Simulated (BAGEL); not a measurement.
# HF/STO-3G (density fitting with cc-pvqz-jkfit) run of NH3 (ammonia)

Aim: the energy change on altering one bond length of NH3 (ammonia) at HF/STO-3G (density fitting with cc-pvqz-jkfit), from 2 runs. 

Program for the calculation: BAGEL 1.2.2.

4 further runs of the same task are left out: 4 set aside as unsound or not needed.

## Step 1: The molecule

NH3: 4 atoms, total charge 0, spin state singlet. SMILES: `N`. Geometry: relaxed at PBE0-D4/def2-TZVP.

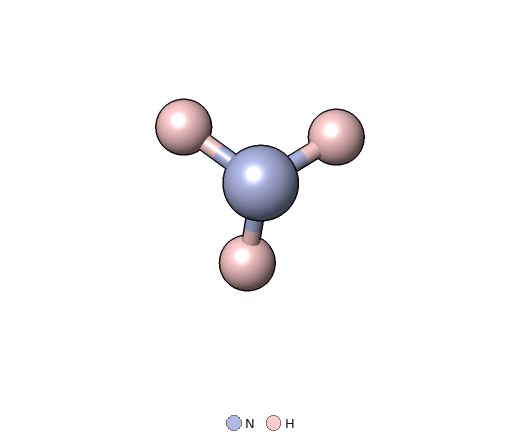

The structure, seen from a chosen angle (nitrogen light blue, hydrogen pink).

## Step 2: A single-point energy at HF/STO-3G (density fitting with cc-pvqz-jkfit)

Contents of input.json:

```json
{ "bagel": [

{
  "title": "molecule",
  "basis": "sto-3g",
  "df_basis": "cc-pvqz-jkfit",
  "angstrom": "true",
  "geometry": [
    { "atom": "N", "xyz": [      -0.069910,       0.249470,       0.110930 ] },
    { "atom": "H", "xyz": [       0.490470,      -0.301820,       0.749180 ] },
    { "atom": "H", "xyz": [      -0.887480,      -0.301940,      -0.118910 ] },
    { "atom": "H", "xyz": [       0.466920,       0.354280,      -0.741200 ] }
  ]
},

{ "title": "hf" },

{ "title": "print", "file": "orbitals.molden", "orbitals": "true" }

]}
```

Launch:

```
BAGEL_NUM_THREADS=1 BAGEL input.json > input.out
```

The program printed:

```text
* using 1 threads per process

  ===============================================================
  ===============================================================

  *** Geometry ***

  { "atom" : "N", "xyz" : [     -0.132111,      0.471430,      0.209627 ] },
  { "atom" : "H", "xyz" : [      0.926854,     -0.570357,      1.415745 ] },
  { "atom" : "H", "xyz" : [     -1.677094,     -0.570584,     -0.224707 ] },
  { "atom" : "H", "xyz" : [      0.882351,      0.669492,     -1.400665 ] },

  Number of auxiliary basis functions:      259

  Since a DF basis is specified, we compute 2- and 3-index integrals:
    o Being stored without compression. Storage requirement is 0.000 GB

  Number of basis functions:        8
  Number of electrons      :       10

    * METHOD: MOLECULE                             0.04

  *** RHF ***

  === Nuclear Repulsion ===
    11.9495390114

      * DIIS with orbital gradients will be used.

  === RHF iteration (sto-3g) ===
      0        -55.43963575          0.02605153           0.00
      1        -55.45338571          0.00455829           0.00
      2        -55.45393671          0.00114192           0.00
      3        -55.45402024          0.00014687           0.00
      4        -55.45402175          0.00000846           0.00
      5        -55.45402175          0.00000009           0.00
      6        -55.45402175          0.00000000           0.00
    * SCF iteration converged.

    * Permanent dipole moment:
           (   -0.172708,     0.616336,     0.274057) a.u.

    * METHOD: HF                                   0.02

    * METHOD: PRINT                                0.00

  ===============================================================
```

Wall time 0.18 s (1 thread of Arm Neoverse V1, shared host).

## Step 3: The distorted shape

Contents of hf.json:

```json
{ "bagel" : [

{
  "title" : "molecule",
  "basis" : "sto-3g",
  "df_basis" : "cc-pvqz-jkfit",
  "angstrom" : true,
  "geometry" : [
    { "atom" : "N", "xyz" : [   -0.338349,    0.197060,    0.537033 ] },
    { "atom" : "H", "xyz" : [    0.222031,   -0.354230,    1.175283 ] },
    { "atom" : "H", "xyz" : [   -1.155919,   -0.354350,    0.307193 ] },
    { "atom" : "H", "xyz" : [    0.466920,    0.354280,   -0.741200 ] }
  ]
},
{ "title" : "hf" },
{ "title" : "print", "file" : "orbitals.molden", "orbitals" : true }

]}
```

Launch:

```
BAGEL_NUM_THREADS=1 BAGEL hf.json > hf.out
```

The program printed:

```text
* using 1 threads per process

  ===============================================================
  ===============================================================

  *** Geometry ***

  { "atom" : "N", "xyz" : [     -0.639387,      0.372389,      1.014845 ] },
  { "atom" : "H", "xyz" : [      0.419578,     -0.669398,      2.220963 ] },
  { "atom" : "H", "xyz" : [     -2.184370,     -0.669624,      0.580511 ] },
  { "atom" : "H", "xyz" : [      0.882351,      0.669492,     -1.400665 ] },

  Number of auxiliary basis functions:      259

  Since a DF basis is specified, we compute 2- and 3-index integrals:
    o Being stored without compression. Storage requirement is 0.000 GB

  Number of basis functions:        8
  Number of electrons      :       10

    * METHOD: MOLECULE                             0.04

  *** RHF ***

  === Nuclear Repulsion ===
    10.5944755536

      * DIIS with orbital gradients will be used.

  === RHF iteration (sto-3g) ===
      0        -55.31431004          0.03159062           0.00
      1        -55.33071339          0.01049421           0.00
      2        -55.33287060          0.00196230           0.00
      3        -55.33313856          0.00063690           0.00
      4        -55.33316977          0.00013643           0.00
      5        -55.33317104          0.00002475           0.00
      6        -55.33317108          0.00000224           0.00
      7        -55.33317108          0.00000022           0.00
      8        -55.33317108          0.00000002           0.00
      9        -55.33317108          0.00000001           0.00
    * SCF iteration converged.

    * Permanent dipole moment:
           (   -0.115711,     0.642168,     0.183580) a.u.

    * METHOD: HF                                   0.02

    * METHOD: PRINT                                0.00

  ===============================================================
```

Wall time 0.18 s (1 thread of Arm Neoverse V1, shared host).

## Step 4: Results

At HF/STO-3G (density fitting with cc-pvqz-jkfit):

```
                                                         quantity         value
                                        first shape: total energy  -55.45402 Eh
                                       first shape: dipole moment        1.77 D
                                         first shape: HOMO energy      -9.56 eV
                                         first shape: LUMO energy      17.38 eV
                                       first shape: HOMO–LUMO gap      26.93 eV
                                    distorted shape: total energy  -55.33317 Eh
                                   distorted shape: dipole moment        1.72 D
                                     distorted shape: HOMO energy      -9.10 eV
                                     distorted shape: LUMO energy       8.55 eV
                                   distorted shape: HOMO–LUMO gap      17.66 eV
energy change with the N1–H4 bond stretched from 1.013 to 1.519 Å      3.289 eV
```

In words: With the N1–H4 bond stretched from 1.013 to 1.519 Å the energy rises by 3.29 eV (317 kJ/mol). The first shape isn't relaxed at this level, so the change isn't measured from a minimum. The minimal basis adds a large error of its own.
